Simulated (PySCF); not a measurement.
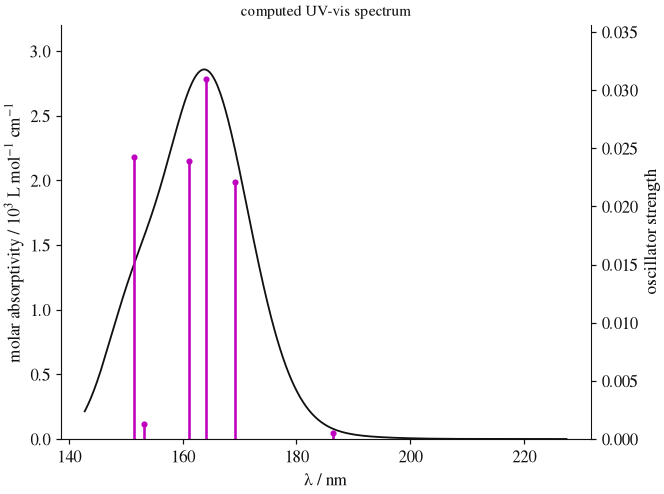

Vertical TDDFT excitations, PBE0/def2-SVPD in PySCF, at a GFN2-xTB geometry (no frequency check), gas phase. The lowest 6 singlet states are shown; each is broadened by a Gaussian of 1/e half-width 0.40 eV. Sticks give oscillator strengths (right axis).

**Which molecule gives this spectrum?**
A. C₃H₇F₃GeO, SMILES CC[O][GeH2][C](F)(F)F, singlet
B. C₆H₈O₃, SMILES O=COC1=COCCC1
C. C₆H₁₂FN, SMILES C=N[C@](C)(CC)CF

Option A. Its lowest singlet lies at 6.65 eV (f = 0.000) and the brightest of those computed is S3 at 7.55 eV (164 nm), f = 0.031, mainly HOMO → LUMO+1 (96 %).

Note: the tight-binding geometry is rougher than a DFT one and adds to the error; one conformer of a flexible molecule; core orbitals are frozen in the response.
